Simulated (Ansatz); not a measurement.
Three curves of one kind of scan: energy against volume (even scaling of the relaxed cell, symmetry kept). Calculation: r2SCAN (plane waves to 500 eV, PAW, scalar-relativistic; Ansatz, a program for electronic structure). Each is measured from its own zero (the relaxed starting cell). 

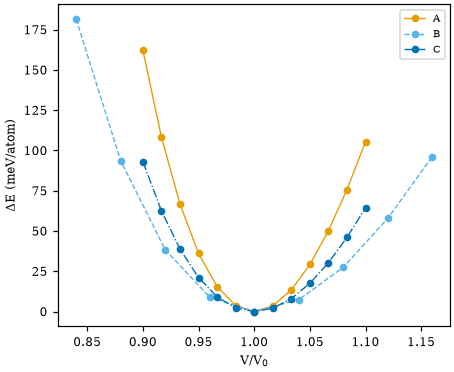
*Curves A, B and C.*

Match the curves to these crystals:
- Pt (fcc, Cu type), a = b = c = 3.9403 Å, α = β = γ = 90.00°
- Ge (diamond), a = b = c = 5.674 Å, α = β = γ = 90.00°
- CoSi₂ (fluorite type, space group Fm-3m), a = 5.3149 Å, b = 5.3149 Å, c = 5.3149 Å, α = 90.00°, β = 90.00°, γ = 90.00°

A is Pt; B is Ge; C is CoSi2.

All were relaxed with their symmetry unable to fall. CoSi2 is run without spin polarisation. Pt is run without spin polarisation. Spin-orbit coupling is left out.

(A scan under strain: stresses follow from slopes of the energy per volume, elastic moduli from its curvatures.)
